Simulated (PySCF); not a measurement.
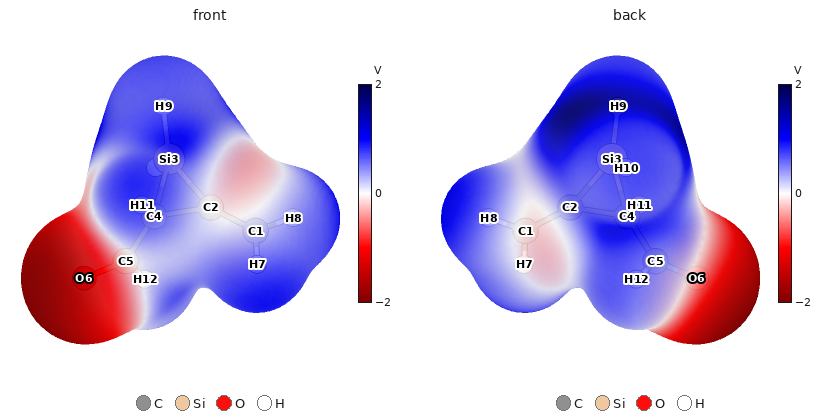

The picture shows: C₄H₆OSi (SMILES C=C1[SiH2][C@H]1C=O). The molecular electrostatic potential painted on the density surface at 0.002 e/bohr³, seen from the front and from behind; red is negative and blue positive.

Geometry: GFN2-xTB.

Computed with PySCF, PBE0/pcSseg-1, SCF density, gas phase, non-relativistic.

The calculation's input:

```
{"job": {"kind": "nmr", "xc": "PBE0", "basis": "pcSseg-1"}, "charge": 0, "multiplicity": 1}
C      1.962453    -0.258149    -0.351031
C      0.796292     0.240651    -0.003037
Si    -0.466841     1.580200     0.130763
C     -0.467822    -0.319729     0.590062
C     -1.319259    -1.180324    -0.201610
O     -2.195438    -1.895711     0.227686
H      2.196029    -1.303897    -0.209799
H      2.739021     0.352346    -0.783703
H     -0.432390     2.485337     1.264469
H     -1.225424     1.973724    -1.041543
H     -0.452550    -0.567289     1.646045
H     -1.132875    -1.107845    -1.294329
```

Launched as:

```sh
OMP_NUM_THREADS=1 python probes_run.py task.json out
```

Question: Describe the electrostatic potential map.

Answer: The most negative region (about −1.9 V) lies over O6, the most positive (about +1.7 V) over Si3. O6 is the likeliest acceptor of a hydrogen bond.

Question: How polar is the molecule by this calculation?

Answer: Its dipole moment is 3.95 D.
